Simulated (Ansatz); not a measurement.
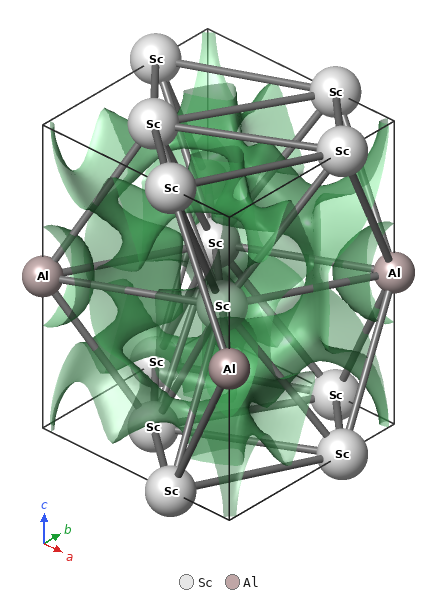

The picture shows: Sc₅Al. Isosurface of the electron localisation function at 0.55 (green), seen slightly off an axis. Core shells and regions of very low density are left out. Sticks mark near contacts.

Space group P-62m; a structure generated by program, which may or may not match a known phase.

Theory: DFT r2SCAN, scalar-relativistic, plane waves, PAW (Ansatz).

In a PAW calculation such maps are meaningful between the atoms, not at the nuclei.

**What do the ELF domains correspond to?**

The ELF exceeds this value in one network that runs through the whole crystal, counted in one cell of 6 atoms. Any copies at cell faces, edges or corners count once. Along the contacts the grid gives the following. Sc–Sc (3.05 Å): the ELF is about 0.10 at the midpoint (no localised pair shows between them). Sc–Al (3.08 Å): the ELF peaks at about 0.70 in the valence shell of Al, 1.1 Å from its nucleus, and is about 0.45 at the midpoint.
